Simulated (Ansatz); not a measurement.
**SiH4···H5OSi2 (doublet): density, localisation and related maps**

The calculation's input:

```
crystal:
  periodic: [false, false, false]
  atoms:
    - {symbol: H, position_ang: [0.352456, 0.215528, -1.555544]}
    - {symbol: Si, position_ang: [1.226731, -0.773252, 1.238267]}
    - {symbol: O, position_ang: [0.009323, 0.258421, 1.599012]}
    - {symbol: Si, position_ang: [-0.829925, 1.576484, 1.103264]}
    - {symbol: Si, position_ang: [-0.215185, -1.079317, -2.019369]}
    - {symbol: H, position_ang: [2.450193, -0.009769, 0.850725]}
    - {symbol: H, position_ang: [1.487171, -1.610232, 2.442495]}
    - {symbol: H, position_ang: [-1.954535, 1.158834, 0.228492]}
    - {symbol: H, position_ang: [-1.363424, 2.258085, 2.307416]}
    - {symbol: H, position_ang: [0.059226, 2.502133, 0.353863]}
    - {symbol: H, position_ang: [-0.888186, -0.857377, -3.327425]}
    - {symbol: H, position_ang: [-1.209780, -1.569357, -1.033025]}
    - {symbol: H, position_ang: [0.875836, -2.070182, -2.188271]}
basis:
  gaussian: {orbitals: def2-TZVPP}
magnetization: {spin_polarized: true, initial_magnetization: 1}
hamiltonian: {xc: pbe0, dispersion: d4}
output: {orbitals: {seedname: orbitals}}
```

Run with:

```sh
ansatz run in.yaml --threads 4 --pin off --events-out ev --progress --plain --max-ram 46080MiB --backend cpu
```

The product side of a reaction path; geometry: PBE0-D4/def2-TZVP.

These are results of UKS PBE0-D4/def2-TZVPP in Ansatz, not measurements.

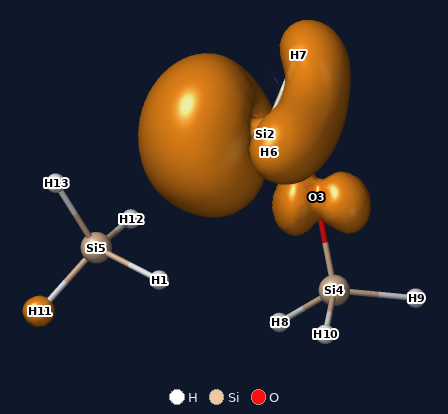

Figure 1. Isosurfaces of the spin density at +0.015 (orange) and −0.015 e/Å³ (purple), seen at a tilt.

Describe the spin distribution.

The unpaired spin (1 electron) lies mostly on Si2 (about 0.7) and O3 (about 0.1), in electrons by Hirshfeld's partition.

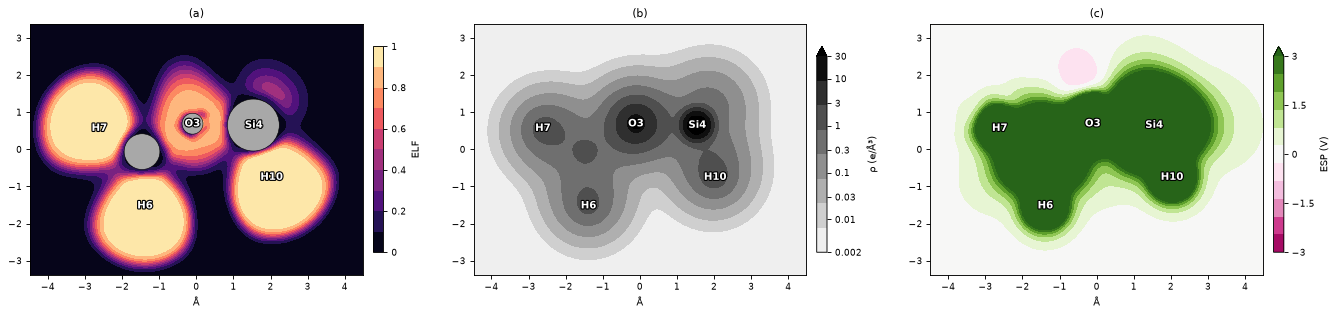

Figure 2. (a) ELF; (b) electron density; (c) molecular electrostatic potential on the plane of atoms O3, Si4 and H10. Grey discs cover the atomic cores in the ELF map.

What does the map show?

The section cuts through O, Si and H sites. Si–O (1.64 Å): the density is about 1.1 e/Å³ at the midpoint; the ELF peaks at about 0.85 between the atoms (a polar covalent bond). Si–H (1.49 Å): ρ is about 0.82 e/Å³ halfway; the ELF climbs to about 1 towards the hydrogen, as it does in any bond to H. The ELF also peaks beside O3, away from the bonds: non-bonding electrons, paired or unpaired. Outside the dense part of the complex the potential is most negative (−0.7 V) near O3.

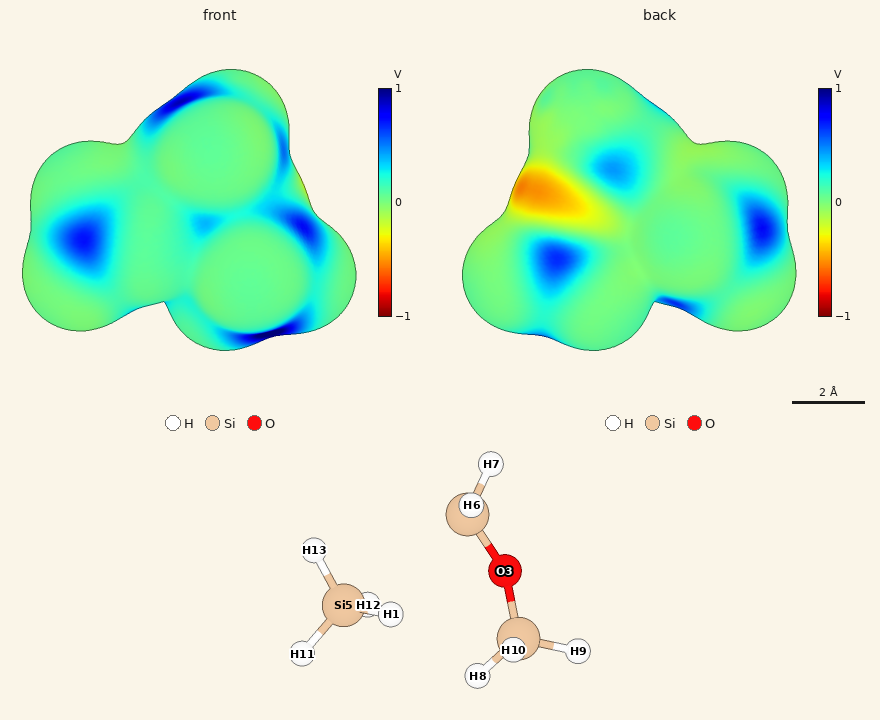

Figure 3. The electrostatic potential painted on the density surface at 0.001 e/bohr³, seen from the front and from behind; the colour scale runs from red (negative) to blue (positive). The bare structure is drawn below in the same view.

Where is the surface potential most negative and most positive?

The most negative region (about −0.5 V, or −12 kcal/mol for a unit charge) lies over O3, the most positive (about +0.9 V, or +21 kcal/mol for a unit charge) over Si2 and Si4.

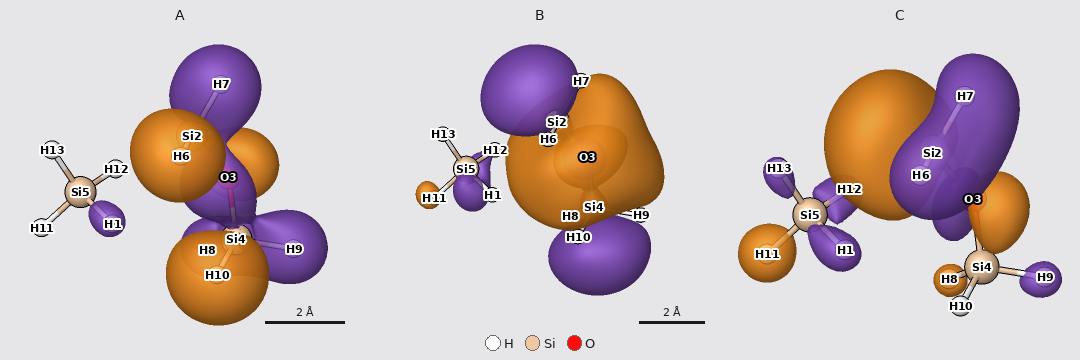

Figure 4. Three frontier orbitals at ±0.06 Å⁻³ᐟ² (orange and purple are the two phases), in no order.

Order the three orbitals by energy and name them. All are α orbitals.

A is the HOMO−1 (α) (−8.99 eV). Its weight (Hirshfeld) is mainly on O3 (about 30 %), H10 (about 15 %), Si4 (about 15 %), Si2 (about 15 %), H6 (about 10 %) and H7 (about 5 %). C is the HOMO (α) (−6.00 eV). By Hirshfeld shares it lies mainly on Si2 (about 65 %), O3 (about 10 %), H7 (about 5 %) and H6 (about 5 %). B is the LUMO (α) (−0.31 eV). By Hirshfeld shares it lies mainly on Si2 (about 35 %), Si4 (about 30 %) and O3 (about 10 %).

What is the gap between the highest occupied and lowest empty α orbitals?

5.69 eV between the orbital energies.
